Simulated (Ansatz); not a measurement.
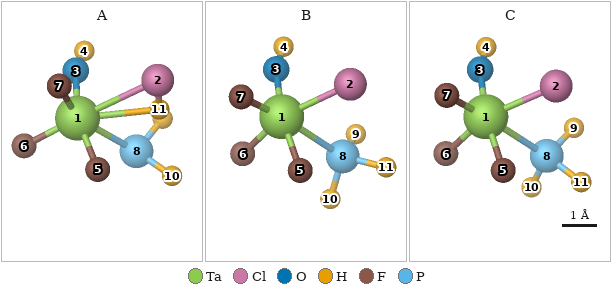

3 geometries from a converged minimum-energy path of TaPH4OClF3, shuffled. Style: ball-and-stick. Shown from a free direction.

These are results of RKS PBE0-D4/def2-SVP (Ansatz), not measurements. Settings: 9 movable images; climbing image; force threshold 0.05 eV/Å; iteration limit 60; starting path through a guess of the saddle point.

One of them is the converged climbing image. Which?

A. In order along the path, whose images run from 0 to 10: C (image 0, 0.0 kJ/mol), B (image 1, +1.0 kJ/mol), A (image 5, +156.9 kJ/mol). Breaking: P8–H11 (1.42 → 2.05 at the top → 4.17 Å), Ta1–Cl2 (2.37 → 2.78 at the top → 4.12 Å). Forming: Cl2–H11 (3.49 → 1.40 at the top → 1.29 Å).
